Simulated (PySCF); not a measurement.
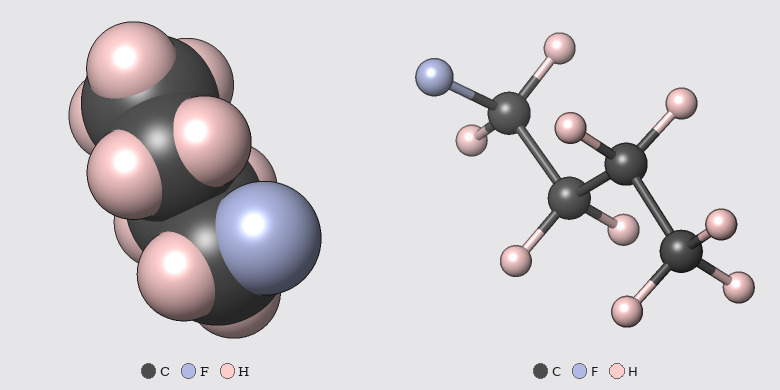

The same structure drawn twice, from different directions.

> What is the molecular formula?

C4H9F, 14 atoms: 4 carbon, 9 hydrogen and 1 fluorine.

> What is its SMILES?

CCCCF

> Count the bonded pairs by element.

9 C–H, 3 C–C, 1 C–F.

More results for the same structure follow; atom numbers are the same in all pictures, views and colours differ. The computed structure is the end point of a PBE0-D3(BJ)/def2-SVP optimisation. No frequency run is at hand to confirm it as a minimum.

Geometry

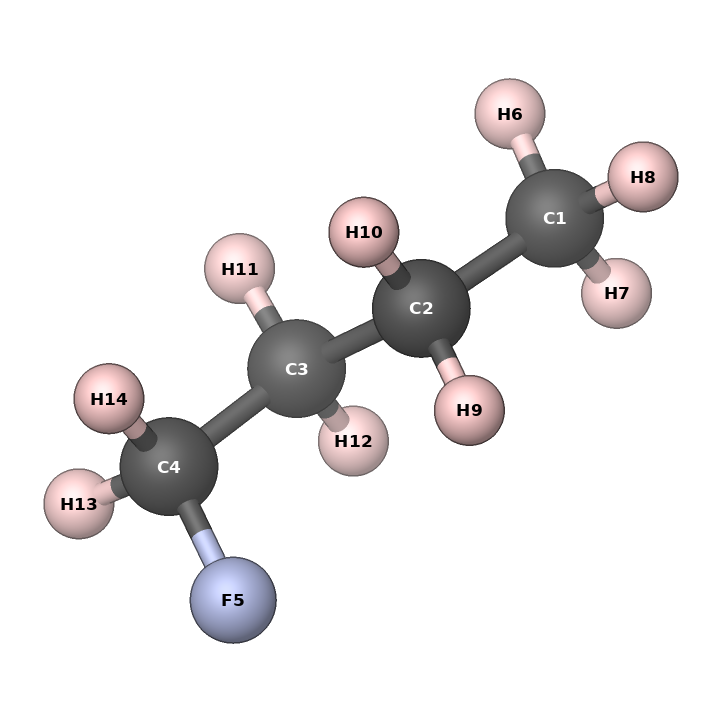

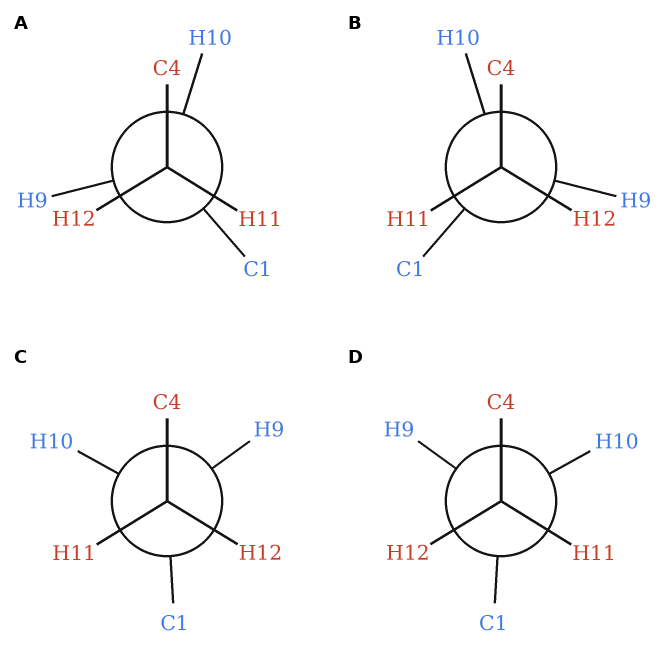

Depth is shown by fading: the farther an atom, the more it takes the colour of the background. Bonds that would overlap in a projection are set slightly apart. No frequency run is at hand to confirm it as a minimum.

> Which Newman projection shows the view along C3–C2, with C3 in front?

C. The torsion angle C4–C3–C2–C1 is 177°, antiperiplanar (anti).

Excitation

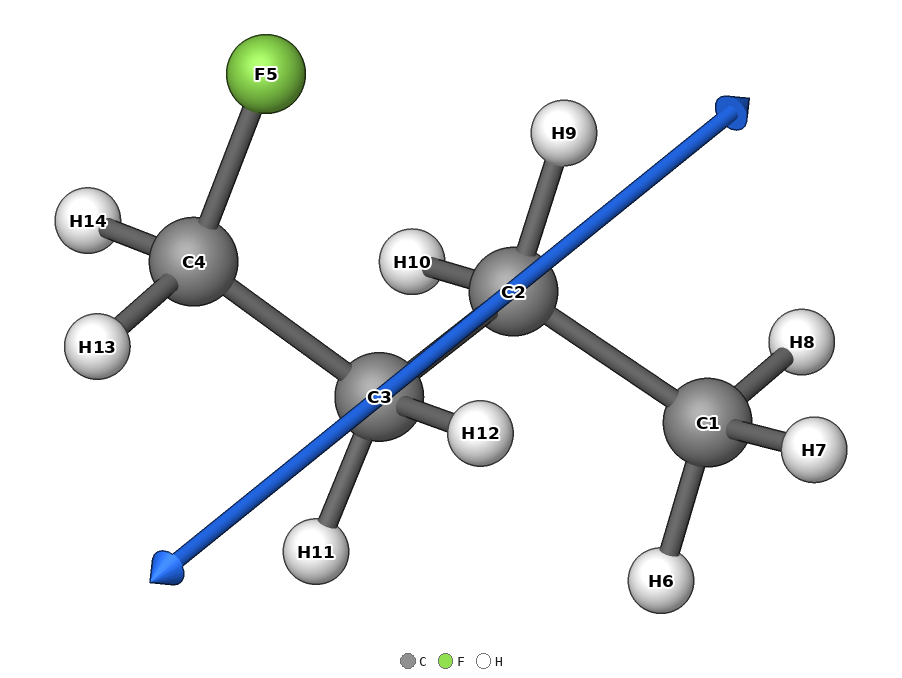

The double arrow shows the direction of the transition dipole to excited singlet state 4 (its length means nothing). No frequency run is at hand to confirm it as a minimum. Method: TDDFT B3LYP/def2-SVPD, vertical, gas phase, core orbitals frozen in the response (PySCF 2.14.0).

> How is the transition polarised?

Nearly parallel to the C2–C3 bond.

> Where does the transition lie, and how strong is it?

8.89 eV (139 nm), oscillator strength 0.041, mainly HOMO → LUMO+1 (weight 0.87); transition dipole 1.10 D.

NMR shielding

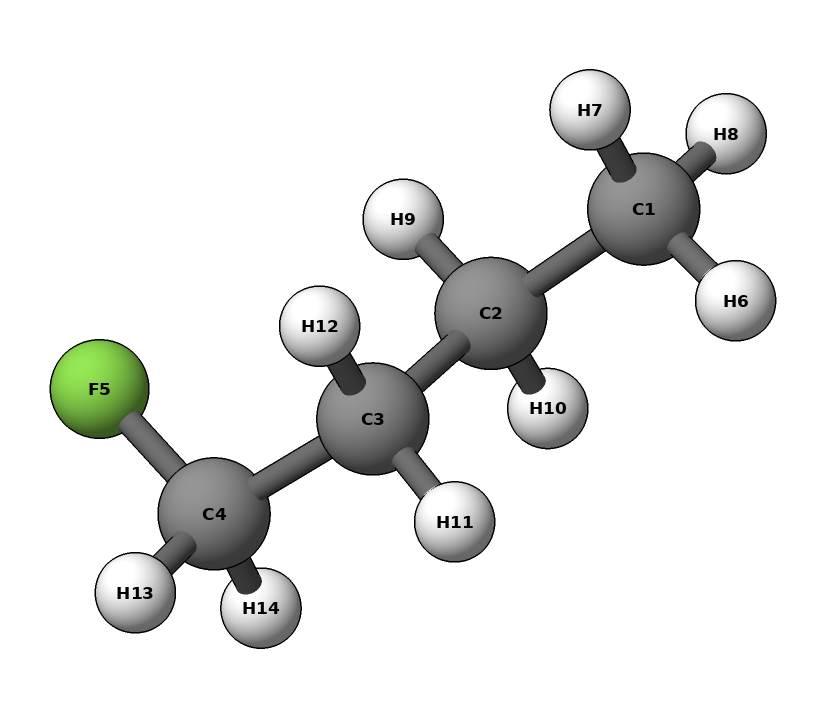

No frequency run is at hand to confirm it as a minimum. Properties computed with GIAO mPW1PW91/pcSseg-1 NMR shielding, non-relativistic, gas phase (PySCF 2.14.0). Principal shieldings σ11 ≤ σ22 ≤ σ33, span Ω = σ33 − σ11, skew κ = 3(σiso − σ22)/Ω.

Give the shielding tensors of the F atoms.

```tsv
atom	σ11	σ22	σ33	σiso	Ω	κ
F5	375.9	432.0	453.1	420.3	77.2	−0.45
```

Shieldings and span in ppm.

Charges

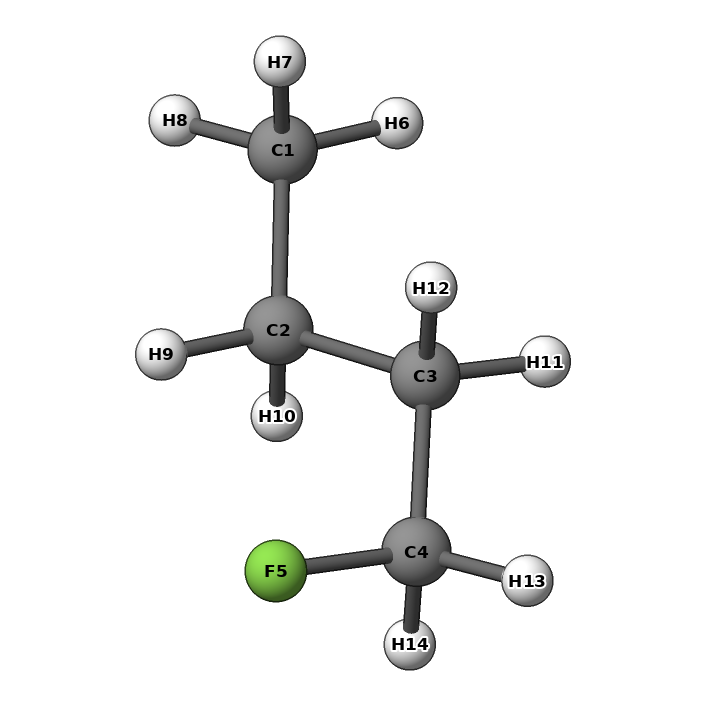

The questions are on Hirshfeld charges. No frequency run is at hand to confirm it as a minimum. Properties computed with PBE0/STO-3G, gas phase (PySCF 2.14.0).

Give the Hirshfeld charges atom by atom.

| atom | value (e) |
| --- | --- |
| C1 | −0.04 |
| C2 | −0.01 |
| C3 | −0.02 |
| C4 | 0.06 |
| F5 | −0.09 |
| H6 | 0.01 |
| H7 | 0.01 |
| H8 | 0.01 |
| H9 | 0.01 |
| H10 | 0.01 |
| H11 | 0.01 |
| H12 | 0.01 |
| H13 | 0.01 |
| H14 | 0.01 |

Polarisability

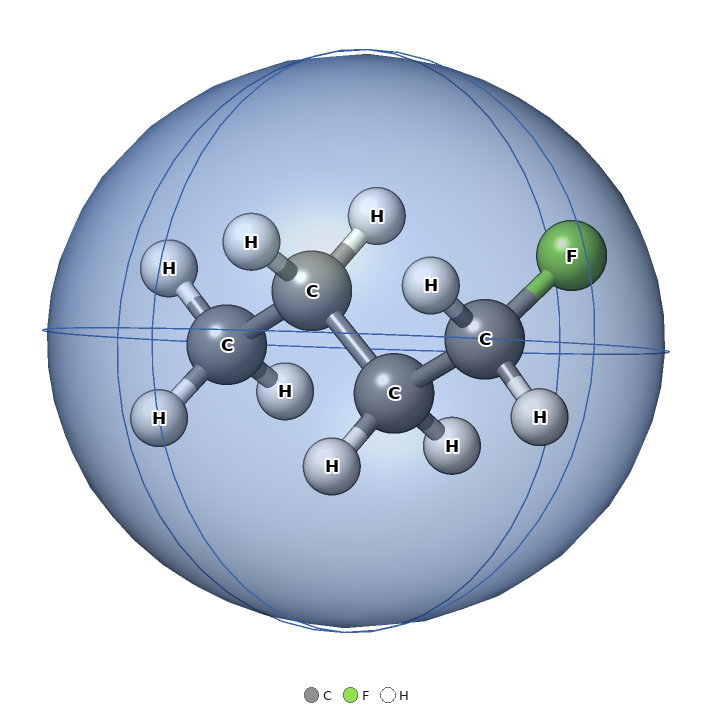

The ellipsoid shows the static dipole polarisability: its half-axes are proportional to the principal values. No frequency run is at hand to confirm it as a minimum. Level of theory: BHandHLYP/def2-SVPD (PySCF 2.14.0).

> Give the principal values, the mean and the anisotropy.

Principal values 47.1, 48.7, 57.6 bohr³; mean 51.1 bohr³ (7.58 Å³); anisotropy 9.8 bohr³, so the longest axis is 1.22 times the shortest.
